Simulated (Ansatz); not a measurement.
Given this structure, the input geometry of an electronic-structure calculation (not necessarily at equilibrium), written in its standard cell:

```yaml
crystal:
  lattice:
    - [4.08000, 0.00000, 0.00000]
    - [0.00000, 4.08000, 0.00000]
    - [0.00000, 0.00000, 4.08000]
  atoms:
    - { symbol: Au, position: [0.00000, 0.00000, 0.00000] }
    - { symbol: Au, position: [0.00000, 0.50000, 0.50000] }
    - { symbol: Au, position: [0.50000, 0.00000, 0.50000] }
    - { symbol: Au, position: [0.50000, 0.50000, 0.00000] }
```

Q: What does the kinematic electron diffraction pattern along [211] look like at 200 kV (B = 1 Å²)?

A: The spots form a rectangular net whose two shortest vectors correspond to d = 2.36 Å and 1.44 Å, 90.0° apart. They are -1 1 1 and 0 -2 2. The pattern has symmetry 2mm. The lattice centring (F) removes all reflections that break h + k = 2n, h + l = 2n.

Strongest reflections with d > 0.80 Å, one of each family (|F|² from tabulated Gaussian fits of the electron scattering factors, times a small damping for the curvature of the Ewald sphere):

| hkl | d (Å) | I (strongest = 100) |
| --- | --- | --- |
| 1 -1 -1 | 2.356 | 100 |
| 0 2 -2 | 1.442 | 39 |
| 1 1 -3 | 1.230 | 26 |
| 2 -2 -2 | 1.178 | 23 |
| 2 0 -4 | 0.912 | 10 |

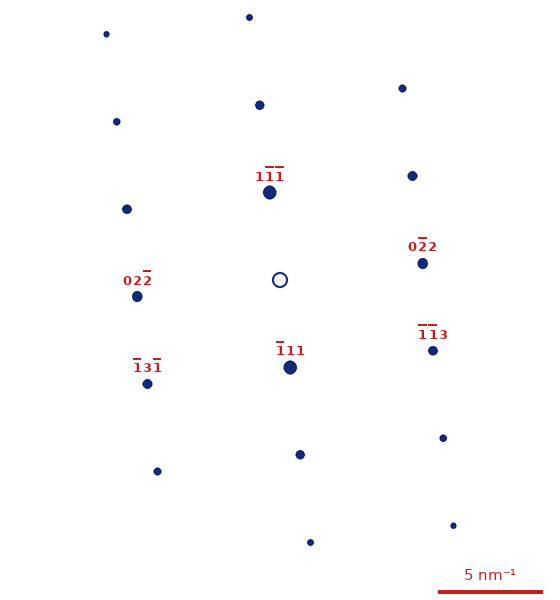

Calculated pattern, seen from the source side with [211] pointing towards the source.
